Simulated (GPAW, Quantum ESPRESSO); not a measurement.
The O K edge of atom 7 in Na2MoO4 (Fd-3m), with 1 Mo at 1.77 Å (terminal, site symmetry 3m), was computed in 2 ways: full core hole (charged cell) and no core hole. Program and functional: Quantum ESPRESSO XSpectra, LDA, Lorentzian half width 0.3 eV up to 4 eV, rising linearly to 2.5 eV at 25 eV; cells of 14 atoms.

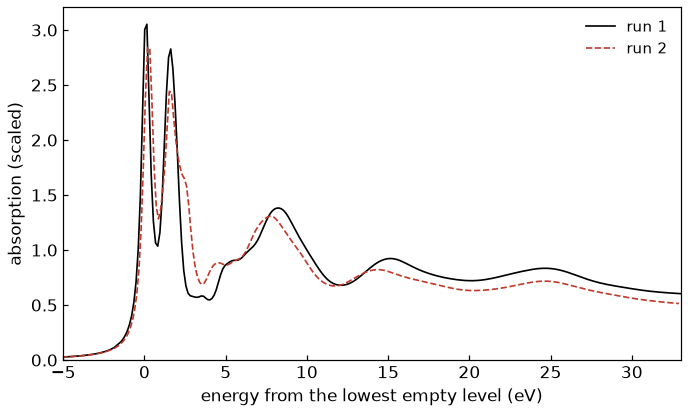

Each run is counted from its own lowest empty level or Fermi level and scaled to a mean of 1 over its first 20 eV. (XSpectra's own axis starts at xe0, in the gap; it has been shifted.)

Question: Which run is which?

Run 1: full core hole (charged cell) (area from −2 to 6 eV 8.4, main maxima 0.2 eV (3.05), 1.6 eV (2.83), 8.3 eV (1.38) and 15.1 eV (0.92)). Run 2: no core hole (area from −2 to 6 eV 9.1, main maxima 0.2 eV (2.84), 1.5 eV (2.44), 7.8 eV (1.31) and 14.3 eV (0.82)). With each curve scaled to its own mean, the area from −2 to 6 eV with the hole is 8.4 against 9.1, and the centre of weight from −1 to 20 eV moves by +0.4 eV (first and strongest maxima below 20 eV: 0.2 eV (2.84), 1.5 eV (2.44) and 7.8 eV (1.31) without the hole, 0.2 eV (3.05), 1.6 eV (2.83) and 8.3 eV (1.38) with it); the shape changes all the same, by 21 % r.m.s. The hole also narrows the gap from 4.4 to 3.2 eV by pulling down the level that sets the zero, so features seem to sit higher above it.

[Hosts, paths, dates, database ids (printed as entryN), source tags and the programs' standing remarks are cut or masked in the printed files.]

[Lists of maxima count a maximum above −3 eV only where it reaches 4 % of the highest in the window and stands out from its surroundings by 2 % of it (1.5 % where it reaches 55 %); shoulders and weaker maxima are passed over, and of the rest the first, up to two pre-edge ones and the few strongest are named.]
